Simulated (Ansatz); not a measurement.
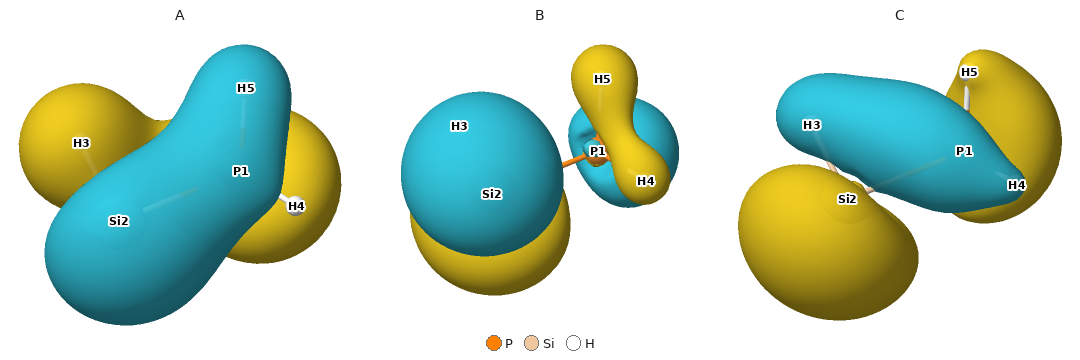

The picture shows: H3PSi (SMILES [SiH]P). Three frontier orbitals at ±0.08 Å⁻³ᐟ² (yellow and cyan are the two phases), in no order.

Geometry: B3LYP-D3(BJ)/def2-SVP.

The calculation used Ansatz, isolated molecule in a Gaussian basis; Kohn-Sham density functional theory, functional PBE0.

Input

```
crystal:
  periodic: [false, false, false]
  atoms:
    - {symbol: P, position_ang: [0.398101, -0.667691, 1.822359]}
    - {symbol: Si, position_ang: [0.105986, -2.872548, 1.731145]}
    - {symbol: H, position_ang: [-1.332963, -2.645630, 1.257852]}
    - {symbol: H, position_ang: [1.360973, -0.415457, 2.834021]}
    - {symbol: H, position_ang: [-0.742348, -0.038929, 2.388037]}
basis:
  gaussian:
    orbitals: def2-TZVPD
magnetization:
  spin_polarized: false
hamiltonian:
  xc: pbe0
output: {forces: true, orbitals: {seedname: orbitals}}
```

Launched as:

```sh
ansatz run input.yaml --threads 1 --pin off --max-ram 2610MiB --events-out events.jsonl --progress --plain --runs-dir runs
```

**Which picture is the HOMO−1, the HOMO and the LUMO?**

A is the HOMO−1 (−7.74 eV). Its weight (Hirshfeld) is mainly on P1 (about 45 %), Si2 (about 35 %) and H3 (about 10 %). C is the HOMO (−6.69 eV). By Hirshfeld shares it lies mainly on Si2 (about 60 %) and P1 (about 35 %). B is the LUMO (−2.81 eV). Its weight (Hirshfeld) is mainly on Si2 (about 75 %) and P1 (about 15 %).

**What is the HOMO–LUMO gap?**

3.88 eV between the orbital energies.
